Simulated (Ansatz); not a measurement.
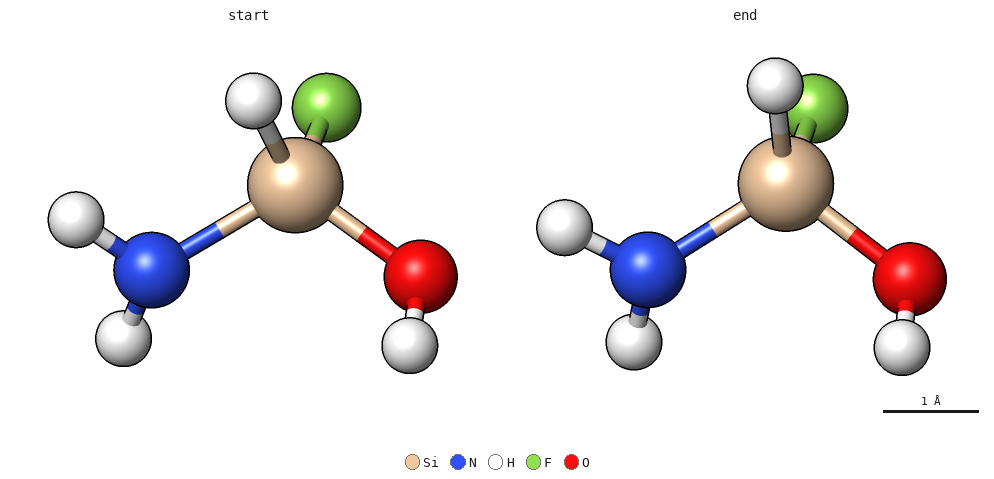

The structure of SiNH4OF before (left) and after (right) a relaxation, at one scale.

Style: ball-and-stick. Shown at a tilt.

The run prepares an end point of a later path (reaction) calculation, from a guessed geometry.

All numbers below come from RKS B3LYP-D4/def2-SVP in Ansatz. Set-up: no spin polarisation; force threshold 0.03 eV/Å; at most 50 steps.

### What changed between the two?

The largest move after the best rigid fit is that of an H atom, 0.31 Å. Largest moves by element: H 0.31 Å, F 0.11 Å, Si 0.09 Å, O 0.09 Å, N 0.01 Å. Some distances before and after: N–Si 1.758 → 1.712 Å, H–Si 1.453 → 1.480 Å, O–Si 1.648 → 1.654 Å, F–Si 1.619 → 1.624 Å. Bond angles that change, for instance: N–Si–H 91.3° → 107.6°, H–Si–O 120.6° → 115.1°, Si–N–H 114.9° → 120.1°. After 8 geometry steps the energy has fallen by 22.0 kJ/mol. Largest force component: 1.8 eV/Å at the start, 0.0099 eV/Å at the end. Cost: 31 s on 1 thread of Arm Neoverse V1 (shared host), peak memory 0.15 GiB.
